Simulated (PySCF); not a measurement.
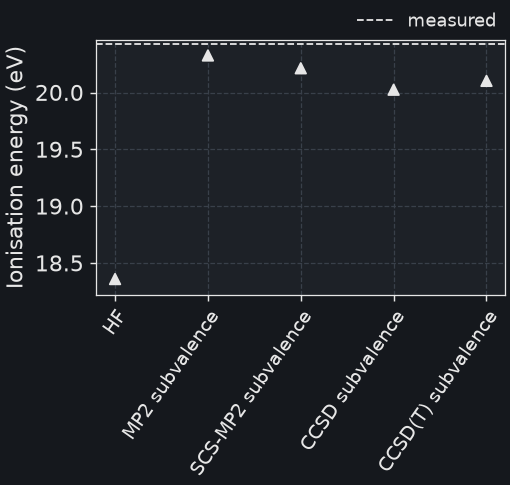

The ionisation energy of Tl⁺ ([Xe] 4f¹⁴ 5d¹⁰ 6s² → [Xe] 4f¹⁴ 5d¹⁰ 6s) across levels of theory. PySCF, aug-cc-pwCVDZ-PP with a 60-electron core potential, unrestricted single determinants, no spin-orbit coupling. Methods marked “subvalence” freeze no core electrons.

**How do the methods compare?**

The values run from 18.36 eV (HF) to 20.33 eV (MP2 subvalence). The measured value is 20.43 eV; nearest to it come MP2 subvalence (−0.10) and SCS-MP2 subvalence (−0.21), furthest HF (−2.07 eV).

```json
{"Method": "HF", "Ionisation energy (eV)": "18.36"}
{"Method": "MP2 subvalence", "Ionisation energy (eV)": "20.33"}
{"Method": "SCS-MP2 subvalence", "Ionisation energy (eV)": "20.21"}
{"Method": "CCSD subvalence", "Ionisation energy (eV)": "20.03"}
{"Method": "CCSD(T) subvalence", "Ionisation energy (eV)": "20.10"}
```
